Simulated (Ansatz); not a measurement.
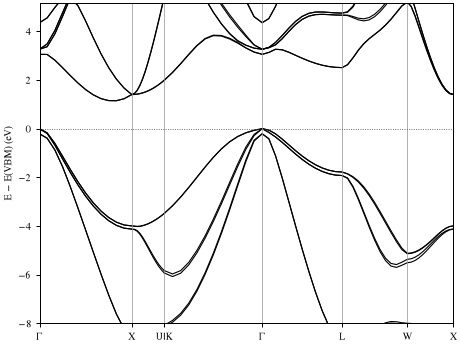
*Band structure from the program Ansatz at the PBE with spin–orbit coupling level (PAW)*

### Question
Read off the gap and where the band edges lie.

### Answer
About 1.1 eV (1.14 eV by a search for the band edges); maximum at Γ, minimum on the Γ–X line, 80 % of the way from Γ.

The material is BAs (zinc blende, F-43m).

Symmetry was held in the PBE relaxation.

Potentials: the earlier of the program's two PAW sets.
